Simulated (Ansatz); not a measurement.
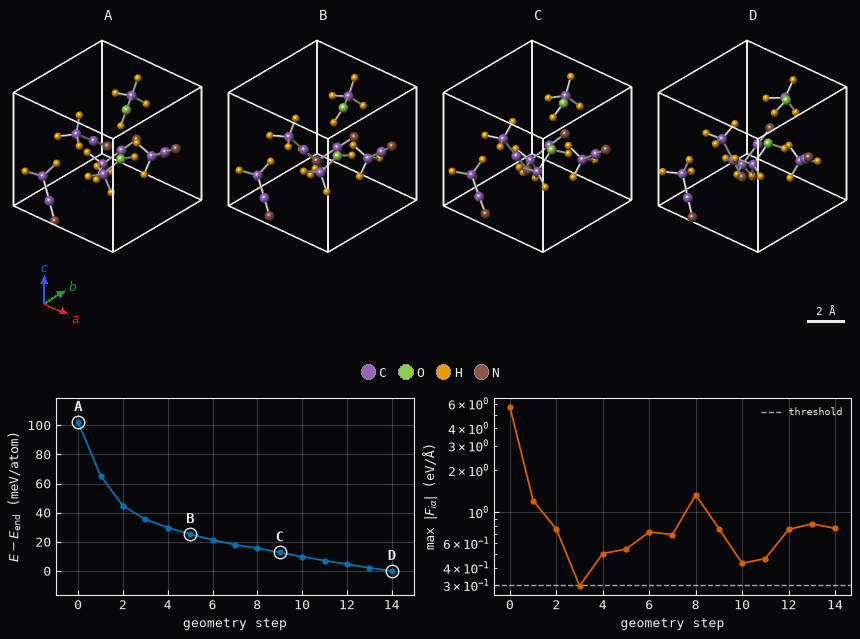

Frames of a relaxation of an amorphous cell of composition H10C5N2O, marked on the history of the run. A ball-and-stick model of the cell of the calculation (origin shifted), seen from a free direction.

The cell holds 2 CH3OH + 4 CH3CN. The run prepares the start of a later molecular dynamics calculation, from a guessed geometry.

The calculation used DFT PBE-D3(BJ), scalar-relativistic, plane waves, PAW (Ansatz 0.2.0).

Input file:
```yaml
crystal:
  lattice:
    - [7.278563, 0.0, 0.0]
    - [0.0, 7.278563, 0.0]
    - [0.0, 0.0, 7.278563]
  atoms:
    - { symbol: C, position: [0.4040045, 1.0224891, 0.2118721] }
    - { symbol: O, position: [0.5017657, 0.8533445, 0.204655] }
    - { symbol: H, position: [0.4202145, 1.0744029, 0.3513346] }
    - { symbol: H, position: [0.4887659, 0.8050661, 0.0811212] }
    - { symbol: H, position: [0.4594546, 1.124684, 0.1160287] }
    - { symbol: H, position: [0.2569522, 1.0047334, 0.1842165] }
    - { symbol: C, position: [0.6466142, 0.4328723, 0.8896415] }
    - { symbol: O, position: [0.7547388, 0.5049796, 1.0356855] }
    - { symbol: H, position: [0.6180999, 0.2902409, 0.9250085] }
    - { symbol: H, position: [0.7814661, 0.6322123, 1.0063959] }
    - { symbol: H, position: [0.5154875, 0.5055117, 0.874352] }
    - { symbol: H, position: [0.7194379, 0.4358287, 0.7577611] }
    - { symbol: C, position: [0.0623532, 0.0795543, 0.4423964] }
    - { symbol: C, position: [0.1878984, 0.1509743, 0.5817444] }
    - { symbol: "N", position: [0.2891673, 0.208584, 0.694147] }
    - { symbol: H, position: [0.0493963, 0.1775079, 0.329574] }
    - { symbol: H, position: [0.1141004, -0.0502845, 0.3880294] }
    - { symbol: H, position: [-0.073236, 0.0563729, 0.5021446] }
    - { symbol: C, position: [0.877835, 0.6095483, 0.4763304] }
    - { symbol: C, position: [1.011636, 0.5329799, 0.3478202] }
    - { symbol: "N", position: [1.1195642, 0.4712174, 0.2441597] }
    - { symbol: H, position: [0.7847302, 0.7026223, 0.4044945] }
    - { symbol: H, position: [0.7974591, 0.4994256, 0.5388153] }
    - { symbol: H, position: [0.9481514, 0.6856334, 0.5847661] }
    - { symbol: C, position: [0.6558552, 0.9657866, 0.8085178] }
    - { symbol: C, position: [0.816987, 0.9361233, 0.9244355] }
    - { symbol: "N", position: [0.9469612, 0.9121959, 1.0179385] }
    - { symbol: H, position: [0.6525639, 1.107689, 0.7600975] }
    - { symbol: H, position: [0.6601627, 0.8742511, 0.6897981] }
    - { symbol: H, position: [0.530602, 0.9382908, 0.8862821] }
    - { symbol: C, position: [0.1949297, 0.633902, 0.9655521] }
    - { symbol: C, position: [0.225766, 0.7926084, 0.8466332] }
    - { symbol: "N", position: [0.2506396, 0.9206261, 0.7507094] }
    - { symbol: H, position: [0.1840353, 0.6779064, 1.1085087] }
    - { symbol: H, position: [0.0680086, 0.5641478, 0.9266027] }
    - { symbol: H, position: [0.3089695, 0.5372849, 0.9532346] }
basis:
  ecutwfc: 420.0
kpoints:
  mp_grid: { grid: [1, 1, 1] }
hamiltonian:
  xc: pbe
  dispersion: d3bj
scf:
  occupations: { method: fermi_dirac, width: 0.02 }
  lower_state_search: "off"
relax:
  f_tol: 0.3
  max_steps: 15
  adjacent_minimum: "off"
```

Command:
```bash
ansatz run input.yaml --threads 1 --pin off --max-ram 3072MiB --backend cpu --events-out ev --progress --plain --runs-dir out
```

### What happens along the run?

The relaxation stopped without meeting its thresholds, so the last structure isn't shown to be converged. It used up its limit of 15 steps. N33 moves most: 1.98 Å along [1 −3 −2]. By element the largest moves are N 1.98 Å, H 1.64 Å, C 1.21 Å, O 1.09 Å. The cell doesn't change. Among the contacts that change: O2–H4 0.970 → 0.989 Å, C1–H3 1.090 → 1.107 Å, C1–H5 1.097 → 1.113 Å, C20–N21 1.178 → 1.163 Å. Bond angles that change, for instance: O2–C1–H3 106.3° → 108.3°. Over 14 geometry steps the energy falls by 102 meV per atom. The largest force component goes from 5.7 to 0.77 eV/Å. The forces were under the threshold at step 3, but the run went on from there. Cost: 53 s on 1 thread of Arm Neoverse V1 (shared host), peak memory 0.41 GiB. From step 0 to 5: N33 moves most (0.91 Å), energy −76.8 meV per atom. From step 5 to 9: H12 moves most (0.67 Å), energy −12.6 meV per atom. From step 9 to 14: H29 moves most (0.94 Å), energy −12.7 meV per atom.

Limits of the set-up: the periodic images lie only 7.3 Å apart, so the values are limited by the cell's size.
